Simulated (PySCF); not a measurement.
C4H9NSi: excited-state calculation

The run: excited-state calculation of C4H9NSi. Method and program: TDDFT wB97X-D/def2-SVPD, vertical, gas phase, core orbitals frozen in the response (PySCF 2.14.0).

The geometry comes from this level: GFN2-xTB. It belongs to a series of runs on one base structure; here: ring closed by a new C-C bond.

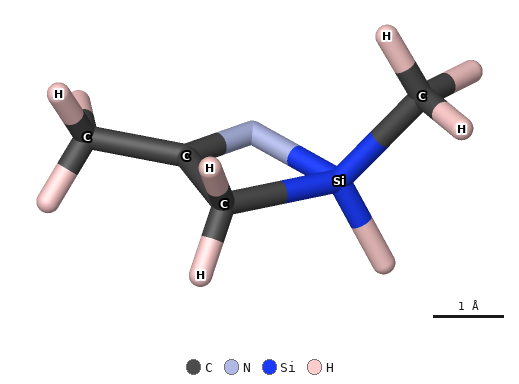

Fig. 1: The input geometry (stick view, seen at a tilt). Bond lengths as drawn: C–C 1.48 to 1.50 Å, C–H 1.08 to 1.09 Å, C–N 1.29 Å, C–Si 1.89 to 1.93 Å, H–Si 1.46 Å and N–Si 1.78 Å.

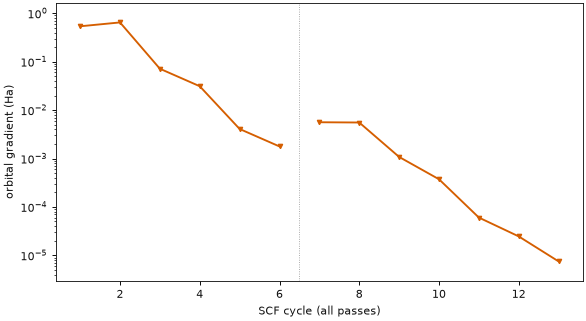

Fig. 2: Convergence of the self-consistent field: orbital gradient against the SCF cycle. The dotted line marks the change from a coarse to the final integration grid. The first 6 cycles use a coarse grid, the final grid takes over at cycle 7, and the field converges after 13 cycles in all.

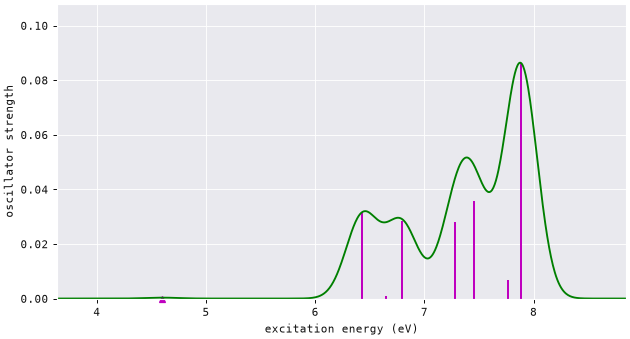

Fig. 3: Computed excitations as sticks (degenerate states added up, dark ones marked on the axis), with a Gaussian envelope of 0.35 eV full width at half maximum, scaled to the tallest. Of the 8 states the lowest lies at 4.60 eV (f = 0.000); the strongest line is at 7.89 eV, or 157 nm (f = 0.086).

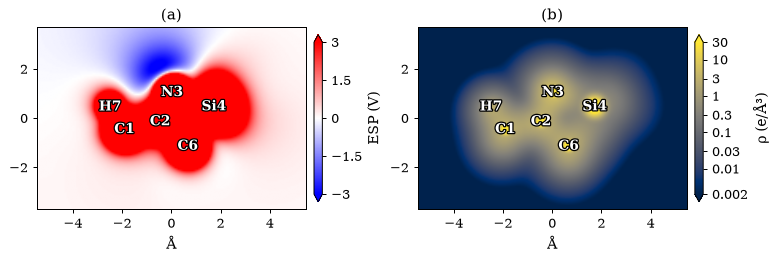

Fig. 4: (a) molecular electrostatic potential; (b) total electron density on the plane of atoms C1, C2 and C6. C–N (1.29 Å): ρ at the midpoint is about 2.8 e/Å³. C–C (1.48 Å): ρ is about 1.8 e/Å³ halfway. C–H (1.09 Å): ρ is about 2 e/Å³ halfway.

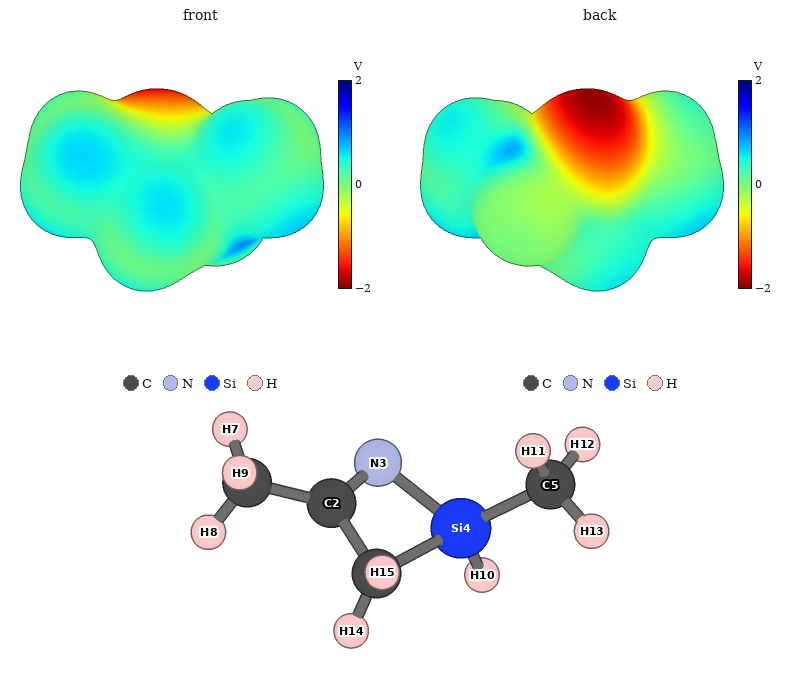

Fig. 5: The molecular electrostatic potential painted on the density surface at 0.001 e/bohr³, seen face on and from behind; the colour scale runs from red (negative) to blue (positive). The bare structure is drawn below in the same view. A positive charge is drawn to the negative regions and a negative charge to the positive ones. Its dipole moment is 2.19 D.

These pictures come from the run below.

### The input
```
{"job": {"kind": "uv", "xc": "wB97X-D", "basis": "def2-SVPD", "nstates": 8, "ntriplets": 3}, "charge": 0, "multiplicity": 1}
C      2.509967     0.293092     0.285198
C      1.066319    -0.033999     0.302808
N      0.246746     0.311975     1.230358
Si    -1.152730    -0.472272     0.451432
C     -2.529967     0.677185    -0.145517
C      0.323175    -0.807682    -0.746878
H      2.781520     0.848406     1.178913
H      3.096173    -0.623868     0.229435
H      2.740320     0.886653    -0.599426
H     -1.644732    -1.652382     1.157097
H     -2.136823     1.536618    -0.679021
H     -3.098357     1.044189     0.701814
H     -3.216319     0.154119    -0.802585
H      0.679676    -1.828448    -0.863491
H      0.330618    -0.325596    -1.722048
```

The first line tells a small driver script what to run in PySCF; the rest is the geometry in Å.

Command:
```bash
OMP_NUM_THREADS=1 python <driver script> task.json out
```

### What the program printed
```
coarse grid: 12616 points
cycle   1  E = -501.6248529696  dE =  7.941e-01  |g| = 5.386e-01  |ddm| = 5.590e+00
cycle   2  E = -501.6098895663  dE =  1.496e-02  |g| = 6.469e-01  |ddm| = 3.402e+00
cycle   3  E = -501.6997341563  dE = -8.984e-02  |g| = 7.151e-02  |ddm| = 2.172e+00
cycle   4  E = -501.7009741180  dE = -1.240e-03  |g| = 3.111e-02  |ddm| = 1.609e-01
cycle   5  E = -501.7012352991  dE = -2.612e-04  |g| = 4.074e-03  |ddm| = 8.735e-02
cycle   6  E = -501.7012423116  dE = -7.012e-06  |g| = 1.774e-03  |ddm| = 2.173e-02
final grid: 116104 points
cycle   7  E = -501.7710398125  dE = -1.016e-04  |g| = 5.611e-03  |ddm| = 1.465e-01
cycle   8  E = -501.7710411958  dE = -1.383e-06  |g| = 5.543e-03  |ddm| = 2.273e-02
cycle   9  E = -501.7710476345  dE = -6.439e-06  |g| = 1.078e-03  |ddm| = 1.958e-02
cycle  10  E = -501.7710478837  dE = -2.491e-07  |g| = 3.730e-04  |ddm| = 2.343e-03
cycle  11  E = -501.7710479293  dE = -4.565e-08  |g| = 6.030e-05  |ddm| = 2.119e-03
cycle  12  E = -501.7710479311  dE = -1.798e-09  |g| = 2.460e-05  |ddm| = 6.415e-04
cycle  13  E = -501.7710479314  dE = -2.842e-10  |g| = 7.485e-06  |ddm| = 2.058e-04
converged SCF energy = -501.7710479314

Static polarisability (au): isotropic 77.721, principal 66.009 70.248 96.905

Singlet excitations
state   eV       nm        f      main configurations
  1   4.6002    269.5   0.00035   H->L 0.90
  2   6.4312    192.8   0.03188   H->L+2 0.80, H->L+1 0.13
  3   6.6517    186.4   0.00108   H-1->L 0.87
  4   6.7938    182.5   0.02855   H->L+1 0.60, H->L+3 0.21
  5   7.2798    170.3   0.02794   H->L+3 0.54, H->L+1 0.15, H->L+2 0.08
  6   7.4498    166.4   0.03586   H-2->L 0.48, H-1->L+2 0.19, H-1->L+1 0.16
  7   7.7620    159.7   0.00682   H->L+4 0.85
  8   7.8864    157.2   0.08640   H-2->L+2 0.27, H-1->L+2 0.21, H-1->L+1 0.15

Triplet excitations (Tamm-Dancoff, eV): 4.0329 5.1601 6.0360
```

### Key numbers

| quantity | value |
| --- | --- |
| outcome | converged |
| total energy | −501.771048 hartree |
| HOMO | −8.52 eV |
| LUMO | 1.75 eV |
| dipole moment | 2.19 D |
| mean polarisability | 77.72 a.u. |
| lowest singlet excitation | 4.60 eV |
| hardware | 1 CPU thread, shared host |
| wall time | 41 s |
| peak memory | 0.82 GiB |
